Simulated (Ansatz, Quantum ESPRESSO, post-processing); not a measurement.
# Gate doping of 1T-PbF2, 1 layer, part 6 of 7

How rigid are the bands of 1T-PbF2, 1 layer under field-effect doping?

Quantum ESPRESSO 7.5; plane-wave DFT, LDA, GBRV ultrasoft pseudopotentials; geometry by Ansatz 0.2.0 with PAW datasets.

So far. Step 8 (Density by pp.x): The density integrates to 28.026 electrons, as the 28.03 of the input ask. Step 14 (Band structure: charge 0.0262 e against a gate): Along this path the valence top lies at K and the conduction bottom at Γ.

## Step 19: Band structure: charge -0.0655 e against a gate

Contents of g3.bands.in:

```
&control
  prefix = 'g3.bands'
  outdir = './out'
  pseudo_dir = './pseudo'
  calculation = 'bands'
  tefield = .true.
  dipfield = .true.
  gate = .true.
/
&system
  ibrav = 0
  nat = 3
  ntyp = 2
  ecutwfc = 40
  ecutrho = 200
  occupations = 'smearing'
  smearing = 'fd'
  degauss = 0.004
  edir = 3
  emaxpos = 0.226121
  eopreg = 0.01
  eamp = 0.0
  zgate = 0.238121
  block = .true.
  block_1 = 0.15601
  block_2 = 0.320232
  block_height = 2.0
  tot_charge = -0.0655
  nbnd = 20
/
&electrons
  conv_thr = 1e-07
  mixing_beta = 0.4
  electron_maxstep = 120
  mixing_mode = 'local-TF'
/
ATOMIC_SPECIES
  F   18.9984  f_lda_v1.4.uspp.F.UPF
  Pb  207.2000  pb_lda_v1.uspp.F.UPF
CELL_PARAMETERS angstrom
  3.98472797016254 -0.00000000000000 -0.00000000000000
  -1.99236398508127 3.45087564933116 -0.00000000000000
  -0.00000000000000 -0.00000000000000 24.35734462590000
ATOMIC_POSITIONS crystal
  F   0.666666666667 0.333333333333 0.459105251965
  Pb  0.000000000000 0.000000000000 0.500000074773
  F   0.333333333333 0.666666666667 0.540894673262
K_POINTS crystal_b
4
  0.0000000000 0.0000000000 0.0000000000 14
  0.5000000000 0.0000000000 0.0000000000 14
  0.3333333333 0.3333333333 0.0000000000 14
  0.0000000000 0.0000000000 0.0000000000 1
```

Started as:

```bash
cp -r out/g3.save out/g3.bands.save
cp out/g3.xml out/g3.bands.xml
OMP_NUM_THREADS=1 mpirun -n 4 pw.x -nk 4 -in g3.bands.in > g3.bands.out
```

Log:

```text
[banner, memory and clock lines left out]
Program PWSCF v.7.5 starts
[citation notice left out]

[...]
Message from routine setup:
[...]
bravais-lattice index     =            0
     lattice parameter (alat)  =       7.5300  a.u.
     unit-cell volume          =    2260.2399 (a.u.)^3
     number of atoms/cell      =            3
     number of atomic types    =            2
     number of electrons       =        28.07
     number of Kohn-Sham states=           20
     kinetic-energy cutoff     =      40.0000  Ry
     charge density cutoff     =     200.0000  Ry
     Exchange-correlation= SLA  PZ   NOGX NOGC
                           (   1   1   0   0   0   0   0)

[...]
PseudoPot. # 1 for F  read from file:
     ./pseudo/f_lda_v1.4.uspp.F.UPF
     Pseudo is Ultrasoft, Zval =  7.0
     Generated by new atomic code, or converted to UPF format
     Using radial grid of  799 points,  4 beta functions with:
                l(1) =   0
                l(2) =   0
                l(3) =   1
                l(4) =   1
     Q(r) pseudized with  8 coefficients,  rinner =    0.950   0.950   0.950

     PseudoPot. # 2 for Pb read from file:
     ./pseudo/pb_lda_v1.uspp.F.UPF
     Pseudo is Ultrasoft + core correction, Zval = 14.0
     Generated by new atomic code, or converted to UPF format
     Using radial grid of  899 points,  6 beta functions with:
                l(1) =   0
                l(2) =   0
                l(3) =   1
                l(4) =   1
                l(5) =   2
                l(6) =   2
     Q(r) pseudized with  6 coefficients,  rinner =    1.000   1.000   1.000
                                                       1.000   1.000

     atomic species   valence    mass     pseudopotential
     F                 7.00    18.99840     F ( 1.00)
     Pb               14.00   207.20000     Pb( 1.00)

      6 Sym. Ops. (no inversion) found

                                    s                        frac. trans.

      isym =  1     identity

 cryst.   s( 1) = (     1          0          0      )
                  (     0          1          0      )
                  (     0          0          1      )

 cart.    s( 1) = (  1.0000000  0.0000000  0.0000000 )
                  (  0.0000000  1.0000000  0.0000000 )
                  (  0.0000000  0.0000000  1.0000000 )

      isym =  2     120 deg rotation - cryst. axis [0,0,1]

 cryst.   s( 2) = (     0          1          0      )
                  (    -1         -1          0      )
                  (     0          0          1      )

 cart.    s( 2) = ( -0.5000000 -0.8660254  0.0000000 )
                  (  0.8660254 -0.5000000  0.0000000 )
                  (  0.0000000  0.0000000  1.0000000 )

      isym =  3     120 deg rotation - cryst. axis [0,0,-1]

 cryst.   s( 3) = (    -1         -1          0      )
                  (     1          0          0      )
                  (     0          0          1      )

 cart.    s( 3) = ( -0.5000000  0.8660254  0.0000000 )
                  ( -0.8660254 -0.5000000  0.0000000 )
                  (  0.0000000  0.0000000  1.0000000 )

      isym =  4     inv. 180 deg rotation - cart. axis [1,0,0]

 cryst.   s( 4) = (    -1          0          0      )
                  (     1          1          0      )
                  (     0          0          1      )

 cart.    s( 4) = ( -1.0000000  0.0000000  0.0000000 )
                  (  0.0000000  1.0000000  0.0000000 )
                  (  0.0000000  0.0000000  1.0000000 )

      isym =  5     inv. 180 deg rotation - cryst. axis [0,1,0]

 cryst.   s( 5) = (     1          1          0      )
                  (     0         -1          0      )
                  (     0          0          1      )

 cart.    s( 5) = (  0.5000000  0.8660254  0.0000000 )
                  (  0.8660254 -0.5000000  0.0000000 )
                  (  0.0000000  0.0000000  1.0000000 )

      isym =  6     inv. 180 deg rotation - cryst. axis [1,1,0]

 cryst.   s( 6) = (     0         -1          0      )
                  (    -1          0          0      )
                  (     0          0          1      )

 cart.    s( 6) = (  0.5000000 -0.8660254  0.0000000 )
                  ( -0.8660254 -0.5000000  0.0000000 )
                  (  0.0000000  0.0000000  1.0000000 )

[...]
number of k points=    43  Fermi-Dirac smearing, width (Ry)=  0.0040
[...]
Dense  grid:   107727 G-vectors     FFT dimensions: (  36,  36, 216)

     Smooth grid:    77213 G-vectors     FFT dimensions: (  32,  32, 192)

     Dynamical RAM for                 wfc:       2.95 MB

     Dynamical RAM for     wfc (w. buffer):       2.95 MB

     Dynamical RAM for           str. fact:       3.29 MB

     Dynamical RAM for           local pot:       0.00 MB

     Dynamical RAM for          nlocal pot:       5.01 MB

     Dynamical RAM for                qrad:       2.27 MB

     Dynamical RAM for          rho,v,vnew:      11.34 MB

     Dynamical RAM for           G-vectors:       6.75 MB

     Dynamical RAM for          h,s,v(r/c):       0.07 MB

     Dynamical RAM for          <psi|beta>:       0.01 MB

     Dynamical RAM for                 psi:       5.89 MB

     Dynamical RAM for                hpsi:       5.89 MB

     Dynamical RAM for                spsi:       5.89 MB

     Dynamical RAM for      wfcinit/wfcrot:       5.90 MB

     Dynamical RAM for           addusdens:      78.49 MB

     Adding charged plate to compensate the charge of the system - add_gatefield
     see PRB 89, 245406 (2014), works only for 2D systems perpendicular to z
                                i.e. 3rd lattice vector is (0,0,c)

        prefactor of the potential in [Ha a.u.]:    -0.008381
               position of the gate within cell:     0.23812
         ion-gate + gate-gate contribution to the total energy:    -4.149321
                         gate-gate contribution:     0.004211

        Adding potential to prevent charge spilling into region of the gate
        Potential is linearly increased and decreased within the first/last eopreg of block_size
        block_size =  0.16422 in units of unit cell length
        block_height =  2.00000 in Ry

     Check: negative core charge=   -0.000004

     The potential is recalculated from file :
     ./out/g3.bands.save/charge-density

     negative rho (up, down):  1.816E-02 0.000E+00

     Adding external electric field

     Computed dipole along edir(3) :
        Elec. dipole         -1.6609 Ry au,         -4.2215 Debye
        Ion. dipole          -1.6643 Ry au,         -4.2303 Debye
        Dipole               -0.6222 Ry au,         -1.5815 Debye
        Dipole field         -0.0035 Ry au,

        Potential amp.        0.3153 Ry
        Total length         45.5684 bohr

     Starting wfcs are   17 randomized atomic wfcs +    3 random wfcs

     Band Structure Calculation
     Davidson diagonalization with overlap

     Computing kpt #:     1  of    11 on this pool

     Computing kpt #:     2  of    11 on this pool

     Computing kpt #:     3  of    11 on this pool

     Computing kpt #:     4  of    11 on this pool

     Computing kpt #:     5  of    11 on this pool

     Computing kpt #:     6  of    11 on this pool

     Computing kpt #:     7  of    11 on this pool

     Computing kpt #:     8  of    11 on this pool
     c_bands:  3 eigenvalues not converged

     Computing kpt #:     9  of    11 on this pool
     c_bands:  3 eigenvalues not converged

     Computing kpt #:    10  of    11 on this pool
     c_bands:  2 eigenvalues not converged

     Computing kpt #:    11  of    11 on this pool
     c_bands:  3 eigenvalues not converged

     ethr =  3.56E-10,  avg # of iterations =113.8

     End of band structure calculation

          k = 0.0000 0.0000 0.0000 (  9699 PWs)   bands (ev):

   -25.6593 -25.2495 -19.7797 -19.7550 -19.7550 -19.7120 -19.7120 -10.8474
    -7.5343  -7.5343  -7.2787  -7.2787  -7.0304  -6.5288  -1.8677   1.6061
     2.1764   2.2065   2.2065   2.5479

          k = 0.0357 0.0206 0.0000 (  9673 PWs)   bands (ev):

   -25.6575 -25.2509 -19.7795 -19.7546 -19.7521 -19.7122 -19.7114 -10.8589
    -7.5523  -7.5523  -7.2779  -7.2667  -7.0207  -6.5132  -1.8488   1.5793
     2.1645   2.2134   2.2197   2.5635

[...]
```

Run time: 50 s. Hardware: 4 MPI ranks of Arm Neoverse V2, shared host; peak memory 0.41 GiB; 3.3 min of CPU time.

This step gave:

```
valence top, on the run's zero       : -5.164 eV
conduction bottom, on the run's zero : -1.868 eV
gap by band count                    : 3.296 eV
```

Band numbers count within the set of bands kept for display. Electronic bands along the path, in eV, zero at the Fermi level; # counts the bands kept:

```csv
point,#3,#4,#5,#6,#7,#8,#9,#10
Γ,-5.53,-5.53,-5.28,-4.78,-0.12,3.35,3.92,3.95
M,-5.43,-5.26,-5.13,-3.58,0.92,2.10,4.43,5.27
K,-5.92,-5.16,-5.04,-3.42,1.91,2.57,2.57,6.10
Γ,-5.53,-5.53,-5.28,-4.78,-0.12,3.35,3.92,3.95
```

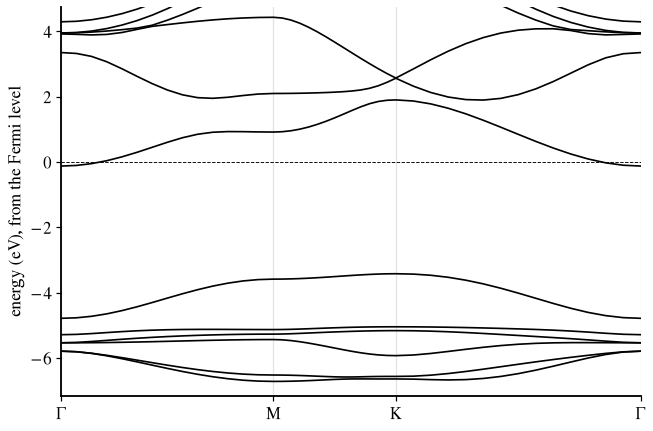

Electronic bands along the path.

An edge by band count lies at the Fermi level or within reach of the smearing, so that band is partly filled.

Along this path the valence top lies at K and the conduction bottom at Γ.

## Step 20: Induced charge

The planar mean oscillates, so the rows of the table below give means over windows of 2 Å about each position, cut where the curve ends. Its maxima inside the range that stand out by 2 % of the span (Å: e/Å³): 10.7: 0.00279, 11.2: 0.00285, 13.4: 7.7e-4. Its minima: 10.9: 0.00244, 12.2: -7.3e-4.

The planar mean by z; means over each step:

```csv
z (Å),planar mean (e/Å³)
6,-6.3e-8
8,5.5e-5
10,0.00156
12,4.7e-4
14,2.7e-4
16,2.1e-5
18,4.9e-7
20,8.8e-9
```

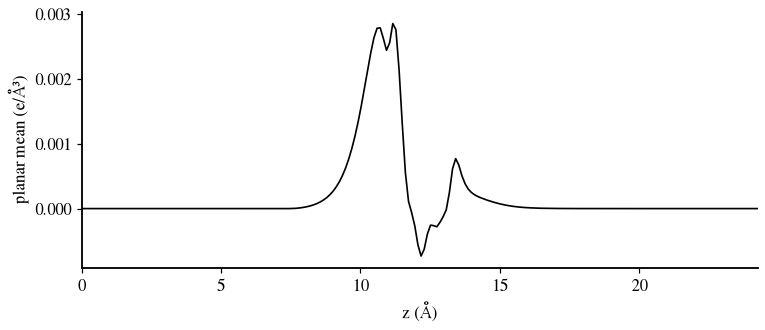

Planar mean, plotted against z.

The running integral, electrons below z by z:

```csv
z (Å),"running integral, electrons below z (e/Å²)"
7.5,-1.9e-7
10.0,9.3e-4
12.5,0.00427
15.0,0.00472
17.5,0.00476
20.0,0.00476
22.5,0.00476
```

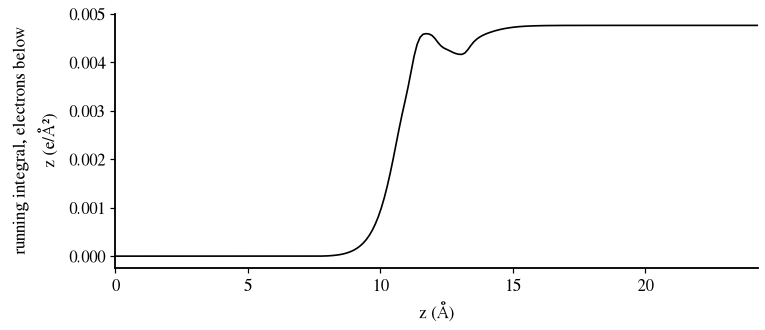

Running integral, electrons below z against z.

## Step 21: Projected density of states

projwfc.x splits the states by atom and orbital; the spilling says how much the atomic basis misses.

Contents of pdos.in:

```
&projwfc
  prefix = 'g3'
  outdir = './out'
  filpdos = 'pdos'
  Emin = -4.748
  Emax = 1.252
  DeltaE = 0.04
  ngauss = 0
  degauss = 0.005
/
```

Started as:

```bash
OMP_NUM_THREADS=1 mpirun -n 4 projwfc.x -in pdos.in > pdos.out
```

Log:

```text
[banner, memory and clock lines left out]
Program PROJWFC v.7.5 starts

          URL

     ./out/g3.save/

     IMPORTANT: XC functional enforced from input :
     Exchange-correlation= PZ
                           (   1   1   0   0   0   0   0)
     Any further DFT definition will be discarded
     Please, verify this is what you really want

     Adding charged plate to compensate the charge of the system - add_gatefield
     see PRB 89, 245406 (2014), works only for 2D systems perpendicular to z
                                i.e. 3rd lattice vector is (0,0,c)

        prefactor of the potential in [Ha a.u.]:    -0.008381
               position of the gate within cell:     0.23812
         ion-gate + gate-gate contribution to the total energy:    -4.149321
                         gate-gate contribution:     0.004211

        Adding potential to prevent charge spilling into region of the gate
        Potential is linearly increased and decreased within the first/last eopreg of block_size
        block_size =  0.16422 in units of unit cell length
        block_height =  2.00000 in Ry

     Check: negative core charge=   -0.000004

     negative rho (up, down):  1.816E-02 0.000E+00

     Adding external electric field

     Computed dipole along edir(3) :
        Dipole               -0.6222 Ry au,         -1.5815 Debye
        Dipole field         -0.0035 Ry au,

        Potential amp.        0.3153 Ry
        Total length         45.5684 bohr

     Gaussian broadening (read from input): ngauss,degauss=   0    0.005000

     Calling projwave ....
     one sub-group per band group will be used

     linear algebra parallelized on   4 procs

  Problem Sizes
  natomwfc =           17
  nx       =            9
  nbnd     =           20
  nkstot   =           19
  npwx     =         2452
  nkb      =           34

     Atomic states used for projection
     (read from pseudopotential files):

     state #   1: atom   1 (F  ), wfc  1 (l=0 m= 1)
     state #   2: atom   1 (F  ), wfc  2 (l=1 m= 1)
     state #   3: atom   1 (F  ), wfc  2 (l=1 m= 2)
     state #   4: atom   1 (F  ), wfc  2 (l=1 m= 3)
     state #   5: atom   2 (Pb ), wfc  1 (l=2 m= 1)
     state #   6: atom   2 (Pb ), wfc  1 (l=2 m= 2)
     state #   7: atom   2 (Pb ), wfc  1 (l=2 m= 3)
     state #   8: atom   2 (Pb ), wfc  1 (l=2 m= 4)
     state #   9: atom   2 (Pb ), wfc  1 (l=2 m= 5)
     state #  10: atom   2 (Pb ), wfc  2 (l=0 m= 1)
     state #  11: atom   2 (Pb ), wfc  3 (l=1 m= 1)
     state #  12: atom   2 (Pb ), wfc  3 (l=1 m= 2)
     state #  13: atom   2 (Pb ), wfc  3 (l=1 m= 3)
     state #  14: atom   3 (F  ), wfc  1 (l=0 m= 1)
     state #  15: atom   3 (F  ), wfc  2 (l=1 m= 1)
     state #  16: atom   3 (F  ), wfc  2 (l=1 m= 2)
     state #  17: atom   3 (F  ), wfc  2 (l=1 m= 3)

[... projections of each state ...]
Lowdin Charges:

     Atom #   1: total charge =   7.5441, s =  1.9205,
     Atom #   1: total charge =   7.5441, p =  5.6235, pz=  1.9238, px=  1.8499, py=  1.8499,
     Atom #   1: total charge =   7.5441, d =  0.0000, dz2=  0.0000, dxz=  0.0000, dyz=  0.0000, dx2-y2=  0.0000, dxy=  0.0000,
     Atom #   2: total charge =  12.9081, s =  1.9524,
     Atom #   2: total charge =  12.9081, p =  0.9574, pz=  0.2771, px=  0.3402, py=  0.3402,
     Atom #   2: total charge =  12.9081, d =  9.9982, dz2=  1.9998, dxz=  1.9997, dyz=  1.9997, dx2-y2=  1.9995, dxy=  1.9995,
     Atom #   3: total charge =   7.5290, s =  1.9202,
     Atom #   3: total charge =   7.5290, p =  5.6088, pz=  1.9207, px=  1.8440, py=  1.8440,
     Atom #   3: total charge =   7.5290, d =  0.0000, dz2=  0.0000, dxz=  0.0000, dyz=  0.0000, dx2-y2=  0.0000, dxy=  0.0000,
     Spilling Parameter:   0.0030
```

Run time: 0.96 s. Hardware: 4 MPI ranks; peak memory 0.12 GiB.

Numbers from this step:

* spilling of the projection: 0.003

The density of states has structure finer than the step of the table below, so its rows give means over 0.25 eV, whole bins alone (the curve runs from -3.00 to 3.04 eV). Peaks (eV: height): 0.520: 1.34, 0.880: 2.97, 1.040: 2.84, 1.360: 1.99, 1.720: 1.35, 2.000: 5.81, 2.400: 1.27.

Gaussian width 0.005 Ry. The density of states by energy, zero at the Fermi level; means over each step:

```csv
energy (eV),density of states (states/eV a cell)
-0.50,0
-0.25,0.0321
0.00,0.425
0.25,0.604
0.50,0.862
0.75,1.05
1.00,2.23
1.25,1.37
1.50,0.608
1.75,0.957
2.00,4.64
2.25,1.69
2.50,0.568
2.75,0.563
```

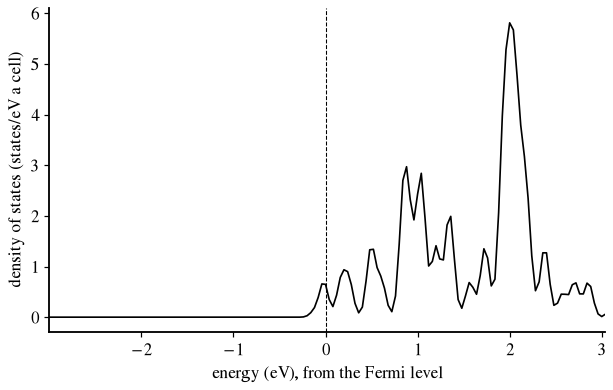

Density of states, plotted against energy.

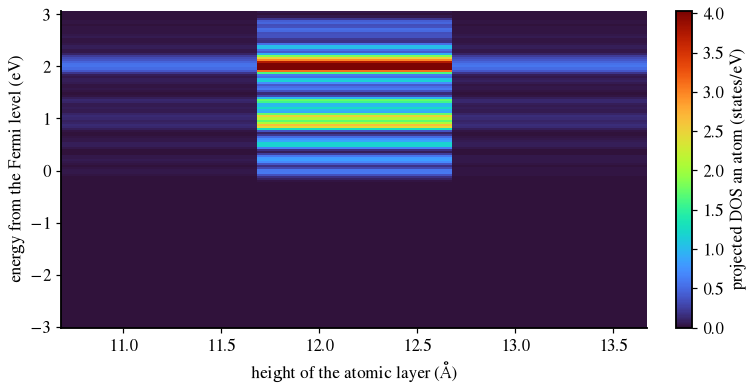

Projected DOS an atom over height of the atomic layer and energy from the Fermi level. Columns are the atomic layers from the bottom up.

The atomic orbitals miss 0.3 % of the occupied states; for empty states the projections can miss much more.

On so few k points the sharp peaks and dips of the DOS are largely sampling.

[end of part 6 of 7]

[Logs are printed without paths, hosts, clocks, repeated set-up lines and the standing remarks that a program may print on its own settings, such as how far it seeks lower states.]

[Hosts, paths, dates, database ids (printed as entryN), source tags and the programs' standing remarks are cut or masked in the printed files.]

[Maps of the electrostatic potential energy from Ansatz leave out the sawtooth potential of an applied field or a dipole correction, so their vacuum need not be flat; planar profiles and work functions include it.]
